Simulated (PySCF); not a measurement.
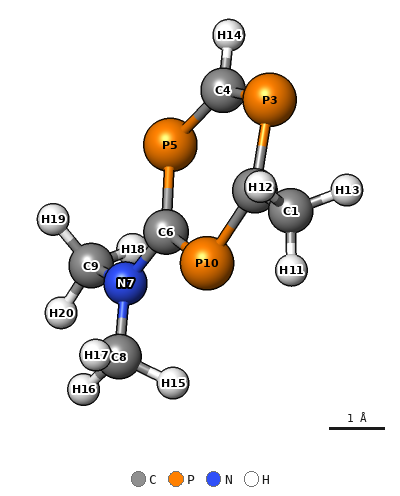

Fig. 1: The structure (ball-and-stick view, seen at a tilt; atoms are numbered from 1 in the order of the input). Bond lengths as drawn: C–C 1.51 Å, C–H 1.09 to 1.10 Å, C–N 1.36 to 1.44 Å and C–P 1.72 to 1.77 Å.

## NMR shielding calculation of C₆H₁₀NP₃

- system: C₆H₁₀NP₃, SMILES Cc1pcpc(N(C)C)p1
- method: GIAO PBE0/pcSseg-1 NMR shielding, non-relativistic, gas phase (PySCF 2.14.0)

The geometry comes from this level: GFN2-xTB. Figures and captions count atoms from 1; the log counts them from 0 in places.

The program's output:
```
coarse grid: 18656 points
cycle   1  E = -1312.5103810186  dE =  1.446e+00  |g| = 3.908e-01  |ddm| = 4.472e+00
cycle   2  E = -1312.4419441457  dE =  6.844e-02  |g| = 6.166e-01  |ddm| = 1.066e+00
cycle   3  E = -1312.5450945432  dE = -1.032e-01  |g| = 1.671e-01  |ddm| = 8.044e-01
cycle   4  E = -1312.5527686057  dE = -7.674e-03  |g| = 5.211e-02  |ddm| = 2.387e-01
cycle   5  E = -1312.5534713737  dE = -7.028e-04  |g| = 2.227e-02  |ddm| = 8.421e-02
cycle   6  E = -1312.5536067804  dE = -1.354e-04  |g| = 5.272e-03  |ddm| = 2.786e-02
cycle   7  E = -1312.5536116626  dE = -4.882e-06  |g| = 3.301e-03  |ddm| = 9.729e-03
cycle   8  E = -1312.5536149636  dE = -3.301e-06  |g| = 6.746e-04  |ddm| = 4.171e-03
final grid: 167744 points
cycle   9  E = -1312.6139186625  dE = -3.322e-05  |g| = 1.103e-02  |ddm| = 3.276e-02
cycle  10  E = -1312.6138716238  dE =  4.704e-05  |g| = 1.728e-02  |ddm| = 2.622e-02
cycle  11  E = -1312.6139510202  dE = -7.940e-05  |g| = 2.045e-03  |ddm| = 1.777e-02
cycle  12  E = -1312.6139519137  dE = -8.935e-07  |g| = 4.906e-04  |ddm| = 2.101e-03
cycle  13  E = -1312.6139519513  dE = -3.759e-08  |g| = 3.047e-04  |ddm| = 7.928e-04
cycle  14  E = -1312.6139519794  dE = -2.816e-08  |g| = 5.219e-05  |ddm| = 4.026e-04
cycle  15  E = -1312.6139519801  dE = -7.340e-10  |g| = 2.404e-05  |ddm| = 8.583e-05
```

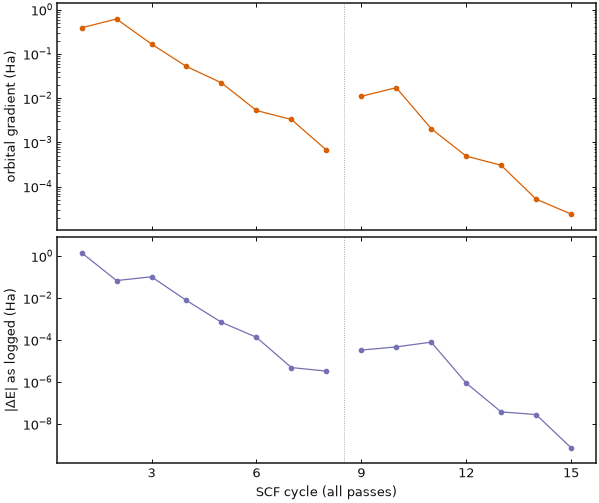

Fig. 2: Convergence of the self-consistent field: orbital gradient and size of the energy change against the SCF cycle. The dotted line marks the change from a coarse to the final integration grid. The first 8 cycles use a coarse grid, the final grid takes over at cycle 9, and the field converges after 15 cycles in all.

```
converged SCF energy = -1312.6139519801

GIAO shielding tensors (ppm)
atom      isotropic    diamagn.    paramagn.     s11        s22        s33       span
  0 C      154.581     245.312     -90.731    140.855    141.367    181.522     40.667
  1 C      -26.674     268.287    -294.961   -242.027    -22.246    184.252    426.279
  2 P      102.321     968.557    -866.236   -164.016    -73.406    544.385    708.401
  3 C       -2.899     265.666    -268.565   -213.282     27.761    176.823    390.105
  4 P      161.292     970.495    -809.203   -137.316     70.561    550.632    687.948
  5 C      -19.494     268.441    -287.935   -167.399    -38.281    147.198    314.597
  6 N      141.362     335.473    -194.111     45.159    186.029    192.897    147.738
  7 C      140.507     247.442    -106.934    121.411    127.870    172.241     50.829
  8 C      139.732     244.389    -104.658    119.362    127.251    172.582     53.220
  9 P      150.525     972.785    -822.260   -114.419     96.380    469.612    584.031
 10 H       28.479      29.746      -1.266     23.348     29.408     32.682      9.335
 11 H       28.268      27.733       0.535     24.102     26.153     34.548     10.446
 12 H       28.124      28.039       0.085     22.859     27.732     33.781     10.923
 13 H       20.981      29.957      -8.976     16.532     19.481     26.929     10.397
 14 H       28.198      30.736      -2.538     23.554     26.491     34.549     10.995
 15 H       28.301      30.354      -2.054     22.949     28.564     33.389     10.440
 16 H       28.029      30.805      -2.776     23.110     26.760     34.217     11.107
 17 H       28.201      29.149      -0.948     23.688     26.300     34.614     10.925
 18 H       28.017      29.174      -1.157     23.237     26.405     34.408     11.171
 19 H       28.286      29.050      -0.764     22.963     28.484     33.410     10.447
```

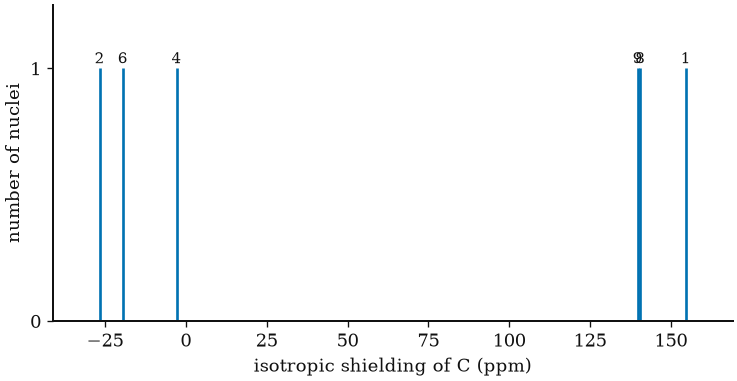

Fig. 3: Isotropic shieldings of the carbon nuclei in this fixed geometry, labelled by atom number; shielding grows to the right, so chemical shift grows to the left. The least shielded is C2 (−26.7 ppm), the most shielded C1 (154.6 ppm).

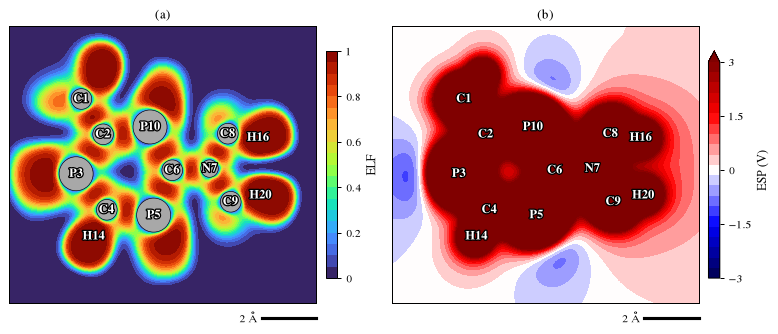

Fig. 4: (a) ELF; (b) electrostatic potential on the plane of atoms P3, C4 and H14. Grey discs, where drawn, cover atomic cores. The section cuts through C, P, N and H sites. C–N (1.36 Å): the ELF peaks at about 0.90 between the atoms, which marks localised, shared-pair bonding. C–C (1.51 Å): the ELF peaks at about 0.95 between the atoms, which marks localised, shared-pair bonding. C–H (1.09 Å): the ELF climbs to about 1 towards the hydrogen, as it does in any bond to H (a covalent bond by its length).

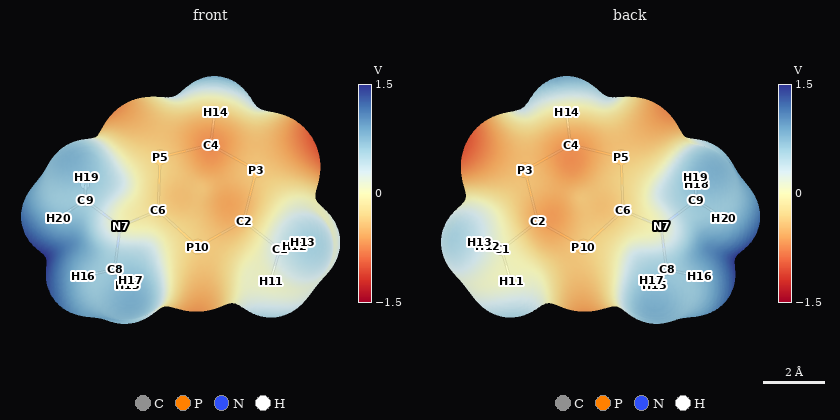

Fig. 5: The molecular electrostatic potential painted on the density surface at 0.002 e/bohr³, seen face on and from behind; red is negative and blue positive. A positive charge is drawn to the negative regions and a negative charge to the positive ones. Its dipole moment is 3.49 D.

The run was set up as follows.

The input:
```
{"job": {"kind": "nmr", "xc": "PBE0", "basis": "pcSseg-1"}, "charge": 0, "multiplicity": 1}
C      3.424799    -1.149006    -0.306911
C      2.294749    -0.183215    -0.025656
P      2.822434     1.388997     0.513506
C      1.371584     2.286785     0.779599
P     -0.320234     2.005501     0.652869
C     -0.498431     0.329933     0.103082
N     -1.783617    -0.094590    -0.047973
C     -2.055478    -1.427125    -0.512374
C     -2.872424     0.808022     0.207595
P      0.732723    -0.882591    -0.300201
H      3.066860    -2.015431    -0.863421
H      3.860063    -1.503179     0.628842
H      4.217640    -0.664593    -0.876054
H      1.573720     3.303932     1.115114
H     -1.639187    -1.583514    -1.514552
H     -3.128737    -1.597490    -0.545594
H     -1.598771    -2.165635     0.156304
H     -2.815193     1.682738    -0.451216
H     -2.836719     1.168732     1.242006
H     -3.820930     0.302409     0.041997
```

The first line tells a small driver script what to run in PySCF; the rest is the geometry in Å.

Launched with:
```bash
OMP_NUM_THREADS=1 python <driver script> task.json out
```

Key numbers:

```csv
quantity,value
outcome,converged
total energy,−1312.613952 hartree
HOMO,−5.86 eV
LUMO,−2.02 eV
dipole moment,3.49 D
"isotropic shielding, C",−26.7 to 154.6 ppm
"isotropic shielding, P",102.3 to 161.3 ppm
"isotropic shielding, N",141.4 ppm
"isotropic shielding, H",21.0 to 28.5 ppm
hardware,"1 CPU thread, shared host"
wall time,58 s
peak memory,1.1 GiB
```
